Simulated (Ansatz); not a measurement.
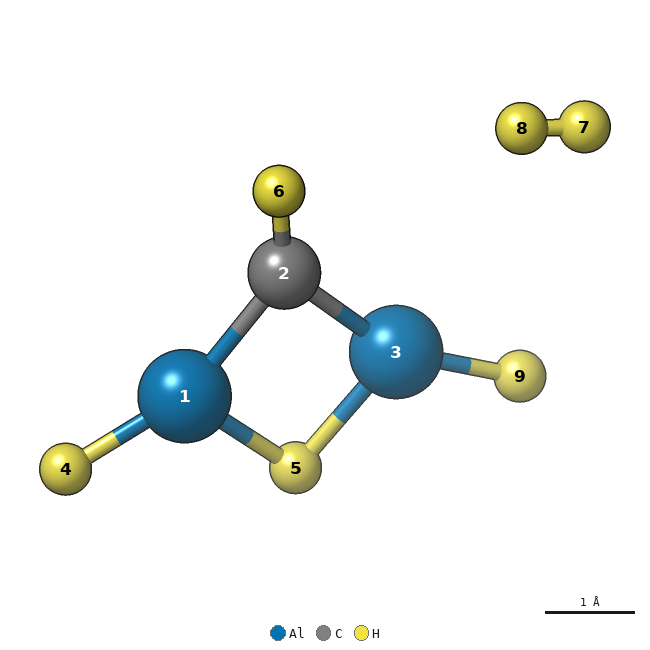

Orthographic view. Depth is shown by fading: the farther an atom, the more it takes the colour of the background. The geometry was computed by an optimisation with PBE0-D4/def2-TZVP. No frequency run is at hand to confirm it as a minimum.

Write the connection table.

Al1: C2, H4, H5
C2: Al1, Al3, H6
Al3: C2, H5, H9
H4: Al1
H5: Al1, Al3
H6: C2
H7: H8
H8: H7
H9: Al3
